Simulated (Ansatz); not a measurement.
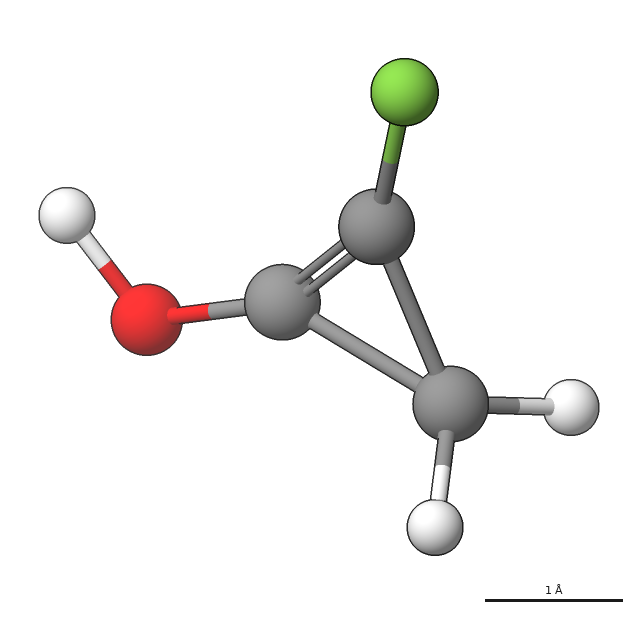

Colours: oxygen red, carbon grey, fluorine green, hydrogen white.

Describe the molecule.

It has 8 atoms: 3 carbon, 3 hydrogen, 1 fluorine and 1 oxygen (C₃H₃FO). As SMILES it reads `OC1=C(F)C1`. Independent rings (smallest set): 1 of 3 members. Among its groups: alkene, C–F bond. This geometry has Cs symmetry. Coordination, clear cases only: 1 O bent.

More results for the same structure follow; atom numbers are the same in all pictures, views and colours differ. The computed structure is the end point of a PBE0-D4/def2-TZVP optimisation.

### Vibrations

Harmonic vibrations computed with RKS PBE0-D4/def2-TZVP (Ansatz 0.2.0) at a stationary point of the same level.

How many vibrational modes are there, and where do they lie?

Answer. 18 modes: 204, 284, 360, 463, 546, 782, 819, 993, 1102, 1126, 1174, 1314, 1357, 1530, 2071, 3019, 3078, 3828 cm⁻¹.

### Charges

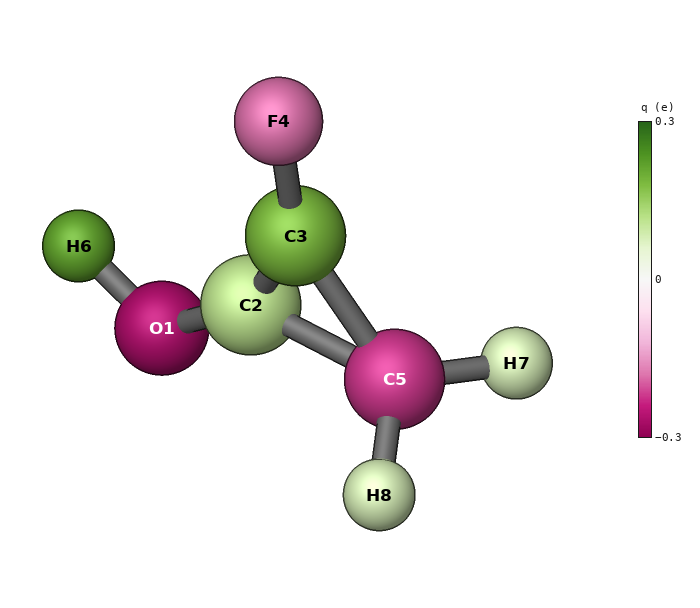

Atoms are coloured by their Mulliken charges. Level of theory: RKS B3LYP-D4/def2-TZVPP (Ansatz 0.2.0).

Which atom carries the highest charge (most positive or least negative)?

Answer. H6 (0.21 e).

And the lowest?

Answer. O1 (−0.26 e).

List the Mulliken charges.

| atom | value (e) |
| --- | --- |
| O1 | −0.26 |
| C2 | 0.11 |
| C3 | 0.18 |
| F4 | −0.18 |
| C5 | −0.22 |
| H6 | 0.21 |
| H7 | 0.08 |
| H8 | 0.08 |

### Electronic properties

Properties computed with RKS HSE06 (plane-wave form)-D4/def2-TZVPP (Ansatz 0.2.0).

What is the LUMO energy (Kohn–Sham orbital)?

Answer. 0.07 eV.

Estimate the dispersion correction.

Answer. −9.0 kJ/mol.

Estimate the HOMO energy (Kohn–Sham orbital).

Answer. −6.11 eV.

Mulliken values depend strongly on the basis set and can even reverse the polarity of a bond.
